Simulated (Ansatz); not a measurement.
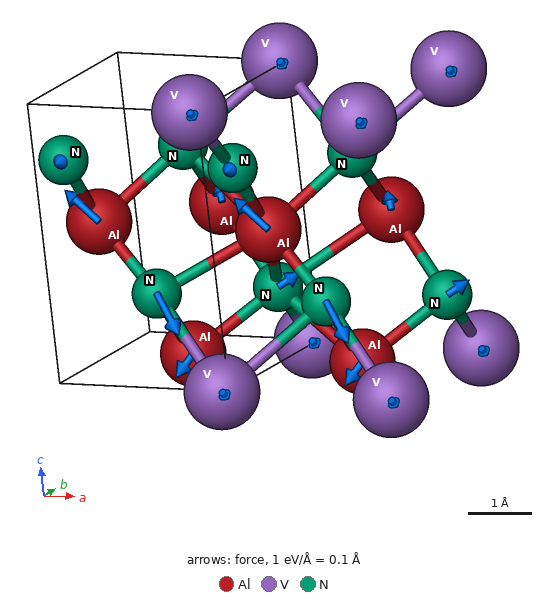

Starting geometry of a crystal of Al3VN4 (a generated structure, set up in P1) (coarse preliminary run) with the computed forces as blue arrows. Style: ball-and-stick. Shown: the cell of the calculation, repeated 2 × 1 × 1 with one cell outlined, slightly off an axis.

Theory: Ansatz, DFT PBE, scalar-relativistic, plane waves, PAW.

Input file:
```yaml
crystal:
  lattice:
    - [0.0168882283, -0.0203119322, 2.8249423026]
    - [2.8372592819, -4.1333953311, 0.0462865015]
    - [2.9879121819, 4.2394245118, -0.0121129791]
  atoms:
    - { symbol: Al, position: [0.5263902684, -0.011239324, 0.4823525954] }
    - { symbol: Al, position: [0.5147142908, 0.5244204186, 0.0242994628] }
    - { symbol: Al, position: [0.0704073021, 0.4815077999, 0.4920199749] }
    - { symbol: V, position: [-0.0389338971, -0.0053103721, 0.9980953694], spin: 1.45 }
    - { symbol: "N", position: [0.9385125991, 0.7451841876, 0.2344334745] }
    - { symbol: "N", position: [0.4976867971, 0.6997139062, 0.7386204533] }
    - { symbol: "N", position: [0.4701261415, 0.2949952488, 0.2802953391] }
    - { symbol: "N", position: [0.0210964982, 0.270728135, 0.7498833305] }
basis:
  ecutwfc: 420
kpoints:
  mp_grid: { grid: [8, 4, 4] }
hamiltonian:
  xc: pbe
scf:
  occupations: { method: gaussian, width: 0.2 }
  lower_state_search: "off"
output:
  forces: true
  stress: true
  eigenvalues: true
  populations: true
magnetization:
  spin_polarized: true
relax:
  adjacent_minimum: "off"
  f_tol: 0.025
  max_steps: 60
  cell: { stress_tol: 0.25 }
```

Launched with:
```bash
ansatz run input.yaml --threads 1 --pin off --max-ram 2560MiB --backend cpu --events-out ev --progress --plain --runs-dir out
```

Question: Is this structure relaxed? If not, where do the atoms go?

Answer: It isn't relaxed: the largest force vector, on N7, is 8.88 eV/Å. The atoms end up moving mostly along the starting forces (cosine between the two patterns 0.87). Al3 moves most relative to the cell: 0.22 Å roughly along [−3 1 0]. By element the largest moves are Al 0.22 Å, N 0.21 Å, V 0.11 Å. The drawn cell changes as follows: a 2.825 → 2.879 Å (+1.9 %), b 5.014 → 5.059 Å (+0.9 %), c 5.187 → 5.059 Å (−2.5 %), α 110.4° → 109.7°, β 90.3° → 90.0°, γ 88.9° → 90.0°; the volume changes by +0.8 %. Some distances before and after: Al3–N7 1.617 → 2.013 Å, Al2–N5 1.745 → 2.048 Å, Al1–N6 2.284 → 2.069 Å, Al1–N5 1.836 → 2.048 Å. Bond angles that change, for instance: N5–Al3–N8 165.6° → 180.0°, N6–Al3–N7 74.8° → 88.7°, Al3–N7–V4 164.2° → 178.0°. The space group (tolerance 0.01 Å) goes from P1 (No. 1) to Cmmm (No. 65). Over 5 accepted moves (7 points after the start) the energy falls by 348 meV per atom. Largest force component: 7.3 eV/Å at the start, 0.00059 eV/Å at the end. The pressure goes from 16.71 to 0.01 GPa. At 2 points the geometry stayed and the basis and grid were re-selected for the new cell (energy shift of 0.5 meV per atom at most each time).
